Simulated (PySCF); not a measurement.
# C₂H₉OPSi₂: runs on many settings, part 1 of 2

Aim: see how C₂H₉OPSi₂ (`O[Si@@H]1CC[SiH2]P1`) answers to the choice of functional, basis, grid and SCF options.

The runs use PySCF 2.14.0, with density-fitted response routines of our own; the level of theory stands in each step. All values are computed, except where a source is named. Atoms are numbered from 0 throughout.

## (1) Starting geometry

15 atoms, charge 0, multiplicity 1; geometry from: GFN2-xTB.

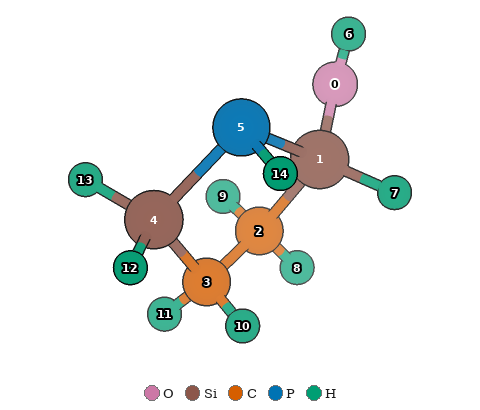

As it starts; oxygen pink, silicon brown, carbon orange, phosphorus blue, hydrogen teal, atoms numbered.

## (2) Nuclear shieldings: PBE0/pcSseg-1

Job settings and geometry (Å):

```
{"job": {"kind": "nmr", "xc": "PBE0", "basis": "pcSseg-1"}, "charge": 0, "multiplicity": 1}
O      2.362889    -0.801428    -1.214479
Si     1.331583    -0.634500     0.031606
C     -0.389368    -1.041473    -0.685629
C     -1.490379    -0.299499     0.067739
Si    -1.015430     1.537137     0.338454
P      1.197297     1.510398     0.695986
H      3.220464    -0.384636    -1.210400
H      1.722505    -1.518266     1.136432
H     -0.577346    -2.115391    -0.672854
H     -0.395762    -0.736297    -1.733632
H     -1.637503    -0.774161     1.040914
H     -2.438261    -0.384991    -0.465729
H     -1.739915     2.103485     1.479503
H     -1.264875     2.328103    -0.871333
H      1.109687     1.219509     2.041510
```

Level: GIAO PBE0/pcSseg-1 NMR shielding, non-relativistic, gas phase.

Command:

```bash
> OMP_NUM_THREADS=1 python probes_run.py task.json out
```

One launch serves the whole session: the jobs run in the order shown.

The log of the run:

```text
coarse grid: 13712 points
cycle   1  E = -1076.4988870823  dE =  5.595e-01  |g| = 7.622e-01  |ddm| = 3.526e+00
cycle   2  E = -1076.3574114789  dE =  1.415e-01  |g| = 1.145e+00  |ddm| = 1.738e+00
cycle   3  E = -1076.6088949348  dE = -2.515e-01  |g| = 9.232e-02  |ddm| = 1.239e+00
cycle   4  E = -1076.6104488364  dE = -1.554e-03  |g| = 4.193e-02  |ddm| = 1.321e-01
cycle   5  E = -1076.6108626047  dE = -4.138e-04  |g| = 7.927e-03  |ddm| = 4.371e-02
cycle   6  E = -1076.6108780000  dE = -1.540e-05  |g| = 3.166e-03  |ddm| = 1.392e-02
cycle   7  E = -1076.6108807045  dE = -2.705e-06  |g| = 4.051e-04  |ddm| = 4.906e-03
final grid: 117752 points
cycle   8  E = -1076.6545587404  dE = -2.237e-05  |g| = 7.374e-03  |ddm| = 2.377e-02
cycle   9  E = -1076.6545458335  dE =  1.291e-05  |g| = 1.056e-02  |ddm| = 1.562e-02
cycle  10  E = -1076.6545707993  dE = -2.497e-05  |g| = 5.297e-04  |ddm| = 9.672e-03
cycle  11  E = -1076.6545708422  dE = -4.296e-08  |g| = 2.340e-04  |ddm| = 6.672e-04
cycle  12  E = -1076.6545708539  dE = -1.165e-08  |g| = 4.764e-05  |ddm| = 2.645e-04
cycle  13  E = -1076.6545708544  dE = -5.311e-10  |g| = 1.084e-05  |ddm| = 6.180e-05
converged SCF energy = -1076.6545708544

GIAO shielding tensors (ppm)
atom      isotropic    diamagn.    paramagn.     s11        s22        s33       span
  0 O      295.180     385.506     -90.326    262.285    301.046    322.209     59.923
  1 Si     318.838     878.892    -560.054    226.312    344.698    385.505    159.192
  2 C      169.811     254.002     -84.191    151.449    175.000    182.983     31.534
  3 C      175.210     252.309     -77.099    159.579    178.289    187.761     28.183
  4 Si     376.290     880.357    -504.067    289.099    400.311    439.461    150.362
  5 P      645.821     969.928    -324.107    589.879    650.223    697.362    107.483
  6 H       30.309      30.151       0.158     21.750     25.500     43.676     21.926
  7 H       25.743      29.257      -3.514     22.243     23.917     31.070      8.828
  8 H       30.002      30.571      -0.569     24.534     28.110     37.361     12.827
  9 H       30.922      31.967      -1.045     26.347     28.823     37.597     11.251
 10 H       31.227      31.560      -0.333     26.272     28.797     38.611     12.338
 11 H       30.353      30.071       0.283     24.655     27.911     38.494     13.839
 12 H       26.988      28.981      -1.993     23.013     24.709     33.241     10.228
 13 H       27.323      29.298      -1.975     22.938     25.258     33.774     10.836
 14 H       31.683      31.713      -0.031     25.981     27.170     41.897     15.916
```

Run time: 23 s. Hardware: 1 thread of Arm Neoverse V2, shared host; peak memory 0.76 GiB.

The references, computed at this level on geometries of the same kind, shield at (ppm): 1H TMS 31.72, 13C TMS 186.9, 29Si TMS 349.2, 17O H2O 336.1, 31P H3PO4 318.4. Their shielding less the atom's gives the shift. The references are single molecules in the gas phase, so shifts against H2O, NH3, PH3, H3PO4 or CFCl3 are not on the usual liquid scales and can be off by tens of ppm.

```tsv
atoms	environment	σ (ppm)	δ (ppm)	δ scaled to CDCl3
C2	sp3 CH2 bonded to Si	169.8	17.1	14.8
C3	sp3 CH2 bonded to Si	175.2	11.7	9.5
H7	hydrogen on a silicon bonded to C, O, P, in a 5-membered ring	25.74	5.97	–
H12	hydrogen on a silicon bonded to C, P, in a 5-membered ring	26.99	4.73	–
H13	hydrogen on a silicon bonded to C, P, in a 5-membered ring	27.32	4.39	–
H8	hydrogen on an sp3 CH2 bonded to Si	30.00	1.72	1.72
H6	hydrogen on an oxygen bonded to Si	30.31	1.41	–
H11	hydrogen on an sp3 CH2 bonded to Si	30.35	1.36	1.39
H9	hydrogen on an sp3 CH2 bonded to Si	30.92	0.79	0.85
H10	hydrogen on an sp3 CH2 bonded to Si	31.23	0.49	0.57
H14	hydrogen on a phosphorus bonded to 2 Si, in a 5-membered ring	31.68	0.03	–
O0	oxygen bonded to Si, H	295.2	40.9	–
Si1	silicon bonded to C, O, P, H, in a 5-membered ring	318.8	30.3	–
Si4	silicon bonded to C, P, 2 H, in a 5-membered ring	376.3	-27.1	–
P5	phosphorus bonded to 2 Si, H, in a 5-membered ring	645.8	-327.4	–
```

The scaled column applies a straight-line fit of computed shieldings to shifts measured in CDCl3 (root-mean-square error 0.16 ppm for H, 1.9 ppm for C).

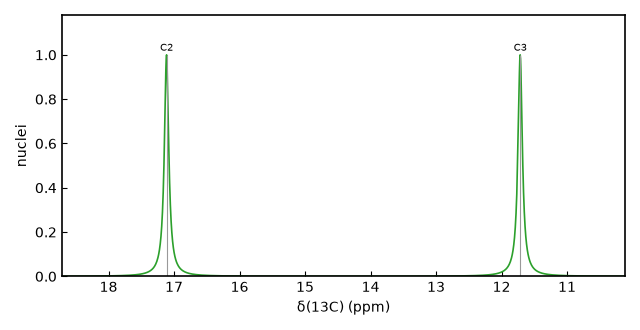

13C lines at the computed shifts, without couplings. Lines are broadened to a width of 0.08 ppm (Lorentzian).

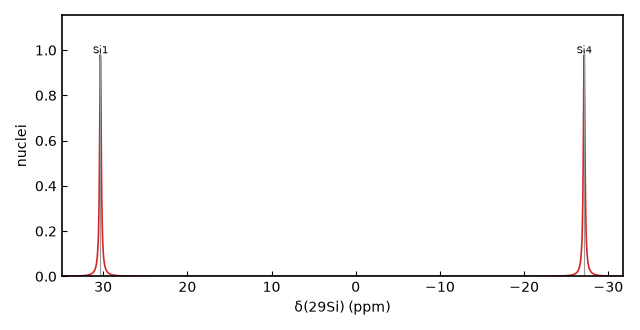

29Si lines at the computed shifts, without couplings. Lines are broadened to a width of 0.23 ppm (Lorentzian).

The run also stored atomic charges by several schemes (e):

```tsv
atoms	Mulliken	IAO	Hirshfeld	ESP fit
O0	-0.54	-0.79	-0.31	-0.76
Si1	0.83	0.98	0.37	0.80
C2	-0.54	-0.55	-0.16	-0.15
C3	-0.53	-0.53	-0.16	-0.39
Si4	0.48	0.58	0.29	0.50
P5	-0.45	-0.29	-0.11	-0.52
```

IAO charges:

O0 -0.79; Si1 0.98; C2 -0.55; C3 -0.53; Si4 0.58; P5 -0.29; H6 0.37; H7 -0.15; H8 0.15; H9 0.15; H10 0.14; H11 0.15; H12 -0.11; H13 -0.11; H14 0.01

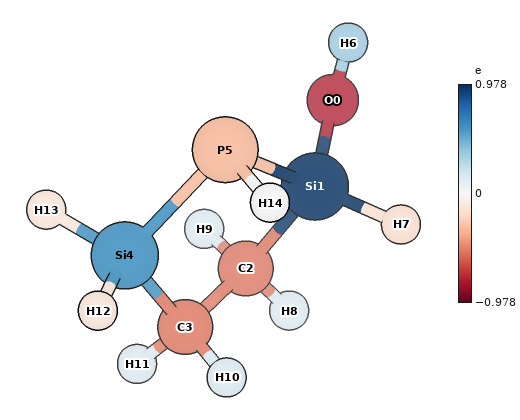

IAO charges, as colours on the atoms.

Mayer bond orders: O0–Si1 1.05, Si1–C2 0.89, C2–C3 1.03, C3–Si4 0.90, Si4–P5 0.96, P5–Si1 0.92.

Ring of atoms Si1, C2, C3, Si4, P5: NICS(0) -4.5, NICS(1) -3.9, NICS(1)zz -1.6 ppm (means of both faces).

Orbitals, density, ELF and potential are computed afterwards from the orbital file.

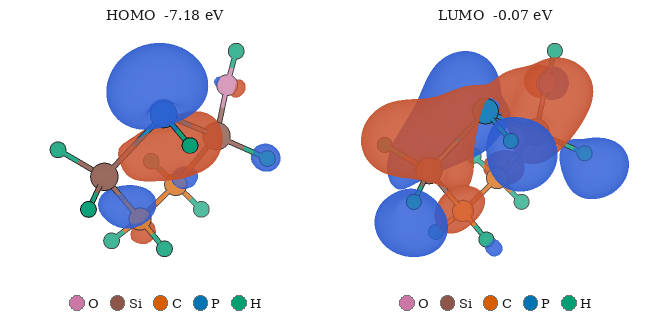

PBE0/pcSseg-1 orbitals near the gap, drawn at the value that encloses 70 % of each; the two colours are the two signs.

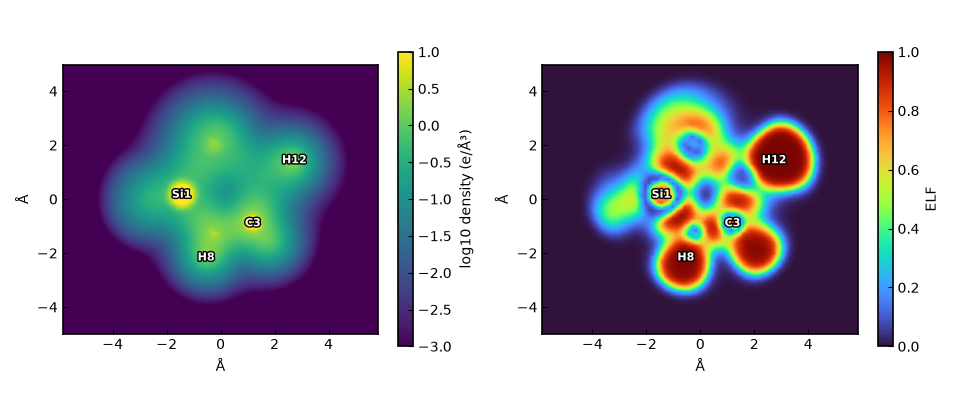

Density (left) and ELF (right) in a plane through or near 4 of the atoms.

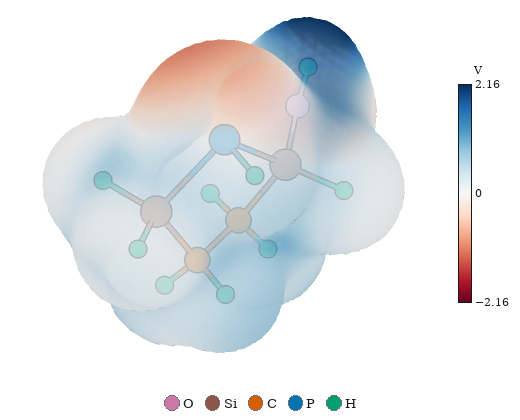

The potential that a unit positive charge feels on the 0.002 e/bohr³ surface, from -1.27 V near O0 to 2.16 V near H6.

## (3) Excited states and response: PBE0/def2-SVPD

Same as in step 2 but for these lines:

```diff
@@ -1,2 +1,2 @@
-{"job": {"kind": "nmr", "xc": "PBE0", "basis": "pcSseg-1"}, "charge": 0, "multiplicity": 1}
+{"job": {"kind": "uv", "xc": "PBE0", "basis": "def2-SVPD", "nstates": 6, "ntriplets": 2}, "charge": 0, "multiplicity": 1}
 O      2.362889    -0.801428    -1.214479
```

Level: TDDFT PBE0/def2-SVPD, vertical, gas phase, core orbitals frozen in the response.

The log of the run:

```text
coarse grid: 13712 points
cycle   1  E = -1076.0850361589  dE =  5.160e-01  |g| = 7.170e-01  |ddm| = 4.841e+00
cycle   2  E = -1075.9309444470  dE =  1.541e-01  |g| = 1.128e+00  |ddm| = 1.920e+00
cycle   3  E = -1076.1891072271  dE = -2.582e-01  |g| = 9.210e-02  |ddm| = 1.162e+00
cycle   4  E = -1076.1907850719  dE = -1.678e-03  |g| = 4.198e-02  |ddm| = 1.798e-01
cycle   5  E = -1076.1912383016  dE = -4.532e-04  |g| = 8.363e-03  |ddm| = 6.058e-02
cycle   6  E = -1076.1912581558  dE = -1.985e-05  |g| = 2.518e-03  |ddm| = 2.013e-02
cycle   7  E = -1076.1912603310  dE = -2.175e-06  |g| = 4.163e-04  |ddm| = 5.541e-03
final grid: 117752 points
cycle   8  E = -1076.3256016580  dE = -2.385e-05  |g| = 7.050e-03  |ddm| = 7.911e-02
cycle   9  E = -1076.3255883802  dE =  1.328e-05  |g| = 1.026e-02  |ddm| = 2.043e-02
cycle  10  E = -1076.3256137269  dE = -2.535e-05  |g| = 5.567e-04  |ddm| = 1.159e-02
cycle  11  E = -1076.3256137934  dE = -6.641e-08  |g| = 2.013e-04  |ddm| = 1.079e-03
cycle  12  E = -1076.3256138025  dE = -9.126e-09  |g| = 5.289e-05  |ddm| = 3.393e-04
cycle  13  E = -1076.3256138033  dE = -8.199e-10  |g| = 1.408e-05  |ddm| = 1.167e-04
converged SCF energy = -1076.3256138033

Static polarisability (au): isotropic 103.684, principal 86.160 108.344 116.548

Singlet excitations
state   eV       nm        f      main configurations
  1   5.5994    221.4   0.00344   H->L 0.97
  2   6.0183    206.0   0.02073   H->L+1 0.92
  3   6.5976    187.9   0.02276   H-1->L 0.47, H->L+2 0.28, H->L+3 0.13
  4   6.7178    184.6   0.09287   H->L+2 0.61, H-1->L 0.17
  5   6.7514    183.6   0.01448   H-1->L+1 0.62, H->L+3 0.20, H-2->L 0.09
  6   6.7888    182.6   0.00509   H-2->L 0.84

Triplet excitations (Tamm-Dancoff, eV): 5.1384 5.4356
```

Run time: 30 s. Hardware: 1 thread of Arm Neoverse V2, shared host; peak memory 0.85 GiB.

Frontier orbitals and where they lie:

```tsv
orbital	eV	atoms
HOMO−3	-8.97	C3 24 %, C2 17 %, Si4 15 %
HOMO−2	-8.17	C2 24 %, Si1 16 %, C3 12 %
HOMO−1	-8.08	P5 38 %, Si4 15 %, Si1 14 %
HOMO	-7.16	P5 61 %, Si1 10 %, Si4 8 %
LUMO	-0.21	P5 24 %, Si4 21 %, Si1 16 %
LUMO+1	-0.07	Si1 23 %, O0 17 %, P5 16 %
LUMO+2	0.65	Si4 26 %, P5 17 %, Si1 12 %
```

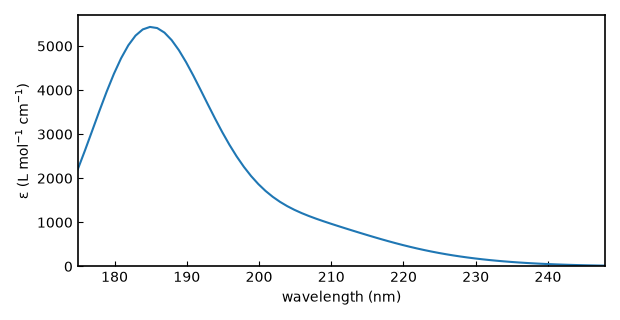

Absorption spectrum: each of the 6 states is a Gaussian band of 0.4 eV half-width at 1/e. Beyond the last state computed it falls off for lack of states.

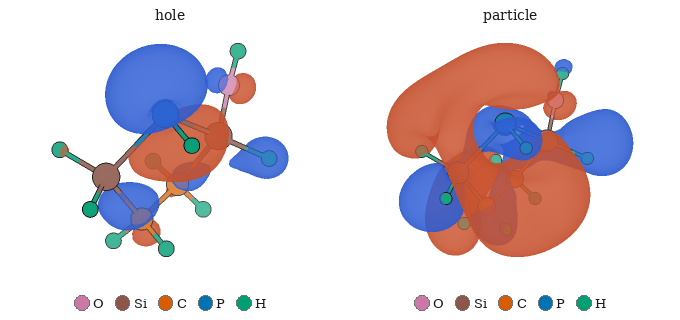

Leading natural transition orbitals of singlet state 4: the electron leaves the hole (left) for the particle orbital (right).

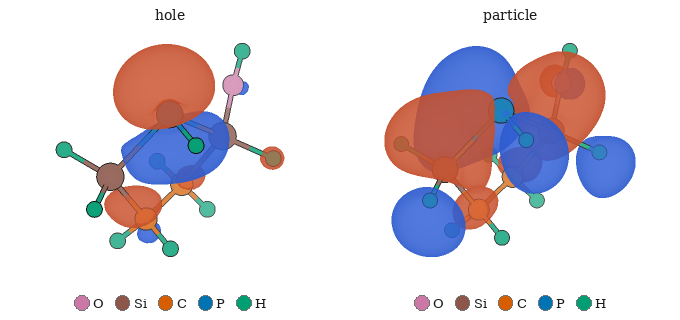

Leading natural transition orbitals of singlet state 1: the electron leaves the hole (left) for the particle orbital (right).

Ground-state properties from the same run:

```tsv
property	computed
dipole moment (D)	0.80
polarisability (Å³)	15.36
HOMO–LUMO gap (eV)	6.95
−ε(HOMO) (eV)	7.16
```

## (4) Shielding tensors: LDA/pcSseg-1

Same as in step 3 but for these lines:

```diff
@@ -1,2 +1,2 @@
-{"job": {"kind": "uv", "xc": "PBE0", "basis": "def2-SVPD", "nstates": 6, "ntriplets": 2}, "charge": 0, "multiplicity": 1}
+{"job": {"kind": "nmr", "xc": "LDA", "basis": "pcSseg-1", "pop": false, "scf": {"damp": 0.3, "aux": "def2-qzvpp-jkfit"}}, "charge": 0, "multiplicity": 1}
 O      2.362889    -0.801428    -1.214479
```

Method: GIAO LDA/pcSseg-1 NMR shielding, non-relativistic, gas phase.

The log of the run:

```text
damping 0.30 in the first 6 cycles
final grid: 117752 points
cycle   1  E = -1072.1616546326  dE =  5.233e-01  |g| = 9.693e-01  |ddm| = 3.601e+00
cycle   2  E = -1072.1194583999  dE =  4.220e-02  |g| = 1.081e+00  |ddm| = 1.899e+00
cycle   3  E = -1072.0759376167  dE =  4.352e-02  |g| = 1.226e+00  |ddm| = 2.036e+00
cycle   4  E = -1071.8897367170  dE =  1.862e-01  |g| = 1.508e+00  |ddm| = 2.760e+00
cycle   5  E = -1071.8075071584  dE =  8.223e-02  |g| = 1.746e+00  |ddm| = 3.042e+00
cycle   6  E = -1064.8857140535  dE =  6.922e+00  |g| = 4.083e+00  |ddm| = 1.413e+01
cycle   7  E = -1017.0175391277  dE =  4.787e+01  |g| = 1.308e+01  |ddm| = 2.095e+01
cycle   8  E = -1051.0397090769  dE = -3.402e+01  |g| = 8.022e+00  |ddm| = 1.436e+01
cycle   9  E = -1066.4552237917  dE = -1.542e+01  |g| = 4.740e+00  |ddm| = 8.728e+00
cycle  10  E = -1070.5150608568  dE = -4.060e+00  |g| = 2.671e+00  |ddm| = 3.804e+00
cycle  11  E = -1071.7230440411  dE = -1.208e+00  |g| = 1.522e+00  |ddm| = 3.508e+00
cycle  12  E = -1072.1837293569  dE = -4.607e-01  |g| = 7.098e-01  |ddm| = 2.585e+00
cycle  13  E = -1072.3330203109  dE = -1.493e-01  |g| = 2.565e-01  |ddm| = 1.311e+00
cycle  14  E = -1072.3478868692  dE = -1.487e-02  |g| = 9.914e-02  |ddm| = 3.817e-01
cycle  15  E = -1072.3496205981  dE = -1.734e-03  |g| = 5.506e-02  |ddm| = 1.531e-01
cycle  16  E = -1072.3504462624  dE = -8.257e-04  |g| = 1.060e-02  |ddm| = 7.473e-02
cycle  17  E = -1072.3504729045  dE = -2.664e-05  |g| = 3.704e-03  |ddm| = 1.609e-02
cycle  18  E = -1072.3504765118  dE = -3.607e-06  |g| = 8.071e-04  |ddm| = 4.696e-03
cycle  19  E = -1072.3504767033  dE = -1.916e-07  |g| = 2.255e-04  |ddm| = 1.420e-03
cycle  20  E = -1072.3504767170  dE = -1.363e-08  |g| = 6.900e-05  |ddm| = 4.103e-04
cycle  21  E = -1072.3504767184  dE = -1.433e-09  |g| = 1.557e-05  |ddm| = 1.189e-04
cycle  22  E = -1072.3504767185  dE = -6.639e-11  |g| = 5.736e-06  |ddm| = 3.720e-05
converged SCF energy = -1072.3504767185

GIAO shielding tensors (ppm)
atom      isotropic    diamagn.    paramagn.     s11        s22        s33       span
  0 O      284.687     384.179     -99.492    244.712    291.995    317.354     72.641
  1 Si     275.051     880.296    -605.245    165.736    306.489    352.929    187.194
  2 C      162.782     253.927     -91.145    140.980    170.465    176.901     35.921
  3 C      169.383     251.997     -82.615    150.323    173.306    184.519     34.196
  4 Si     343.892     881.941    -538.049    240.966    373.251    417.459    176.493
  5 P      618.071     969.911    -351.839    564.017    623.073    667.124    103.108
  6 H       29.756      29.680       0.076     21.461     25.276     42.531     21.070
  7 H       24.613      28.820      -4.208     21.076     22.925     29.838      8.762
  8 H       29.327      30.060      -0.733     23.933     27.625     36.422     12.489
  9 H       30.337      31.420      -1.083     25.789     28.372     36.849     11.060
 10 H       30.593      30.995      -0.401     25.504     28.400     37.876     12.372
 11 H       29.731      29.549       0.182     23.979     27.490     37.725     13.746
 12 H       26.124      28.507      -2.383     22.117     23.996     32.258     10.141
 13 H       26.560      28.864      -2.304     22.079     24.642     32.958     10.880
 14 H       30.875      30.808       0.066     25.223     26.508     40.893     15.670
```

Wall time 22 s (1 thread of Arm Neoverse V2, shared host).

This run: δ C2 20.5, C3 13.9, O0 59.6, Si1 39.1, H7 6.66, H12 5.15 ppm.

## (5) NMR shieldings: BLYP/pcSseg-1 in water

Same as in step 4 but for these lines:

```diff
@@ -1,2 +1,2 @@
-{"job": {"kind": "nmr", "xc": "LDA", "basis": "pcSseg-1", "pop": false, "scf": {"damp": 0.3, "aux": "def2-qzvpp-jkfit"}}, "charge": 0, "multiplicity": 1}
+{"job": {"kind": "nmr", "xc": "BLYP", "basis": "pcSseg-1", "solvent": "water", "pop": false}, "charge": 0, "multiplicity": 1}
 O      2.362889    -0.801428    -1.214479
```

Level: GIAO BLYP/pcSseg-1 NMR shielding, non-relativistic, IEF-PCM water.

The log of the run:

```text
coarse grid: 13712 points
cycle   1  E = -1076.8760435608  dE =  5.201e-01  |g| = 1.014e+00  |ddm| = 3.613e+00
cycle   2  E = -1076.1937941940  dE =  6.822e-01  |g| = 2.042e+00  |ddm| = 3.654e+00
cycle   3  E = -1077.0667485417  dE = -8.730e-01  |g| = 2.303e-01  |ddm| = 3.126e+00
cycle   4  E = -1077.0751354057  dE = -8.387e-03  |g| = 1.273e-01  |ddm| = 3.511e-01
cycle   5  E = -1077.0789071519  dE = -3.772e-03  |g| = 2.779e-02  |ddm| = 1.339e-01
cycle   6  E = -1077.0791069773  dE = -1.998e-04  |g| = 1.032e-02  |ddm| = 4.789e-02
cycle   7  E = -1077.0791335863  dE = -2.661e-05  |g| = 1.522e-03  |ddm| = 1.502e-02
cycle   8  E = -1077.0791341980  dE = -6.117e-07  |g| = 4.766e-04  |ddm| = 2.362e-03
final grid: 117752 points
cycle   9  E = -1077.1371682771  dE = -2.940e-05  |g| = 7.229e-03  |ddm| = 2.544e-02
cycle  10  E = -1077.1371408127  dE =  2.746e-05  |g| = 1.246e-02  |ddm| = 1.937e-02
cycle  11  E = -1077.1371810707  dE = -4.026e-05  |g| = 1.295e-03  |ddm| = 1.300e-02
cycle  12  E = -1077.1371813936  dE = -3.229e-07  |g| = 3.718e-04  |ddm| = 1.708e-03
cycle  13  E = -1077.1371814189  dE = -2.537e-08  |g| = 1.152e-04  |ddm| = 4.377e-04
cycle  14  E = -1077.1371814213  dE = -2.363e-09  |g| = 2.600e-05  |ddm| = 1.320e-04
cycle  15  E = -1077.1371814215  dE = -1.992e-10  |g| = 3.321e-06  |ddm| = 3.984e-05
converged SCF energy = -1077.1371814215

GIAO shielding tensors (ppm)
atom      isotropic    diamagn.    paramagn.     s11        s22        s33       span
  0 O      287.834     385.786     -97.952    258.788    293.904    310.809     52.021
  1 Si     290.473     879.968    -589.495    191.426    321.132    358.861    167.435
  2 C      158.403     252.691     -94.288    138.799    164.279    172.132     33.333
  3 C      163.932     250.371     -86.440    146.762    168.538    176.495     29.734
  4 Si     347.682     881.389    -533.707    255.528    373.461    414.055    158.527
  5 P      609.430     970.847    -361.418    555.767    616.051    656.472    100.705
  6 H       29.556      29.839      -0.282     21.252     24.937     42.479     21.227
  7 H       25.682      29.922      -4.240     22.161     23.987     30.896      8.735
  8 H       29.882      30.413      -0.531     24.888     28.316     36.442     11.553
  9 H       30.991      32.154      -1.163     26.740     29.196     37.039     10.299
 10 H       30.978      31.467      -0.489     26.276     28.818     37.840     11.564
 11 H       30.198      29.772       0.426     24.856     28.109     37.629     12.773
 12 H       27.082      29.510      -2.427     23.251     24.972     33.025      9.774
 13 H       27.533      30.056      -2.523     23.291     25.666     33.643     10.352
 14 H       31.605      32.102      -0.498     26.089     27.292     41.433     15.344
```

Wall time 13 s (1 thread of Arm Neoverse V2, shared host); peak memory 0.73 GiB.

This run: σ C2 158.4, C3 163.9, O0 287.8, Si1 290.5, H7 25.68, H12 27.08 ppm.

(Continued in part 2 of 2.)
